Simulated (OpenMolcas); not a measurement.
**Mo⁴⁺ among point charges: CASSCF and CASPT2 levels and susceptibility**

How does a field of 6 point charges split the states of Mo⁴⁺, and what χT follows?

Method: state-averaged CASSCF and CASPT2, spin-orbit coupling by RASSI with atomic mean-field integrals. Code: OpenMolcas 26.06.

**1. Starting point**

* Species: Mo⁴⁺ (molybdenum, Z = 42, 38 electrons)
* Basis: ANO-RCC-VDZP [6s5p3d1f], 43 functions
* Scalar Hamiltonian: DKH2, point nucleus
* Inactive shells: 1s 2s 2p 3s 3p 3d 4s 4p
* Active space: 2 electrons in 5 orbitals (4d)
* Some configurations of this space: 4d2
* Orbitals: optimised for each spin and parity, averaged over all roots

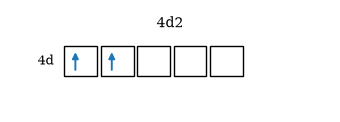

Occupation of the outer shells (arrows by Hund's rule).

The ion sits among 6 point charges of -1.7 e arranged as an octahedron (Oh), 1.98 Å from the ion.

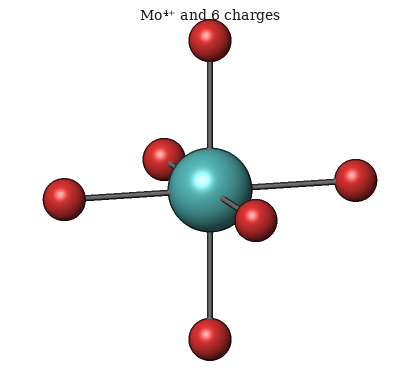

The ion and the point charges (red).

The work runs as a chain of OpenMolcas steps in one folder; each step below is one input file. Labels, J, g values, rates, χT and fits are worked out afterwards by a script from the matrices that RASSI stores. The input lists half of the charges; inversion (Group=XYZ) makes the rest.

**2. Basis and integrals**

a.inp reads:

```
&GATEWAY
Coord
1

Mo 0.0 0.0 0.0
Basis=ANO-RCC-VDZP
Group=XYZ
NoMove
AngMom=0.0 0.0 0.0
AMFI
XField
3 Angstrom 0
1.980000 0.000000 0.000000 -1.700000
0.000000 1.980000 0.000000 -1.700000
0.000000 0.000000 1.980000 -1.700000
&SEWARD
```

Command:

```sh
> OMP_NUM_THREADS=1 MOLCAS_MEM=1689 MOLCAS_PROJECT=a pymolcas a.inp > a.log
```

**3. CASSCF: triplets of even parity, 10 roots**

a.inp reads:

```
&RASSCF
FileOrb=start.orb
Symmetry=1
Spin=3
nActEl=2 0 0
Inactive=9 9
Ras2=5 0
CIRoot=10 10 1
SDav=10
CIMx=300
Iter=120 100
PrWF=0.3
OrbListing=Nothing
MaxOrb=0
>>> COPY $Project.JobIph JOB001
```

start.orb holds the contracted functions of the basis, ordered by shell, or the orbitals of the step before.

**4. Reference wave functions, singlets of even parity, 15 roots**

a.inp reads:

```
&RASSCF
FileOrb=start.orb
Symmetry=1
Spin=1
nActEl=2 0 0
Inactive=9 9
Ras2=5 0
CIRoot=15 15 1
SDav=15
CIMx=300
Iter=120 100
PrWF=0.3
OrbListing=Nothing
MaxOrb=0
>>> COPY $Project.JobIph JOB002
```

**5. RASSI: spin-orbit coupling between the states**

a.inp reads:

```
&RASSI
NrOfJobIphs=2 10 15
1 2 3 4 5 6 7 8 9 10
1 2 3 4 5 6 7 8 9 10 11 12 13 14 15
IphNames
JOB001
JOB002
EJob
SpinOrbit
DIPRint=1.0
SOCoupling=1000.0
Subsets=2
Property=9
'ANGMOM' 1 'ANGMOM' 2 'ANGMOM' 3 'MLTPL  1' 1 'MLTPL  1' 2 'MLTPL  1' 3
'AMFI' 1 'AMFI' 2 'AMFI' 3
SOProperty=3
'ANGMOM' 1 'ANGMOM' 2 'ANGMOM' 3
```

**6. CASPT2: IPEA 0.25, imaginary shift 0.1 (closed shells correlated: 4s 4p)**

a.inp reads:

```
>>> COPY JOB001 $Project.JobIph
&CASPT2
Multistate=10 1 2 3 4 5 6 7 8 9 10
NoMult
Frozen=8 6
IPEA=0.25
Imaginary=0.1
MaxIter=60
WThr=0.0 0.3 0.05
PrWF=0.5
NoMix
>>> COPY JOB002 $Project.JobIph
&CASPT2
Multistate=15 1 2 3 4 5 6 7 8 9 10 11 12 13 14 15
NoMult
Frozen=8 6
IPEA=0.25
Imaginary=0.1
MaxIter=60
WThr=0.0 0.3 0.05
PrWF=0.5
NoMix
```

(Steps that only read results are left out.)

What does the calculation give? Wanted: spin-free ground state; first state of the same spin within the active space; lowest level; next level.

As calculated:

| quantity | value |
| --- | --- |
| method | SS-CASPT2, IPEA 0.25, imaginary shift 0.1 (closed shells correlated: 4s 4p) |
| spin-free ground state | 3T1, 3-fold in its orbital part |
| first state of the same spin within the active space | 3T2 at 9470 cm⁻¹ |
| lowest level | 2-fold E, g = 0.00, 0.00, 0.00 |
| next level | 145.7 cm⁻¹ |
| χT at 300 K | 0.24 cm³ K/mol |
| effective moment at 300 K | 1.38 μB |

Cost by method:

```tsv
method	time of its own steps	time with the reference
A. CASSCF	4.5 s	4.5 s
B. SS-CASPT2, IPEA 0.25, imaginary shift 0.1, +4s 4p	1.5 s	6 s
```

Times are of one thread on a shared host.

What this shows: The spin-free ground state (3T1) comes to 96 % from free-ion F terms and keeps the highest spin of the shell. χT at 300 K is 0.24, against 1.00 cm³ K/mol for the spin alone, so spin-orbit coupling lowers it. A ligand-field fit to the states below 45000 cm-1 gives 10Dq = 11177 cm-1, B = 696 cm-1 and C = 3177 cm-1 (C/B = 4.56), with a deviation of 253 cm-1. CASPT2 does not keep the components of a term degenerate, and the means are used. The field of point charges can differ much from that of real complexes. This is an electrostatic model: the charges have no orbitals.
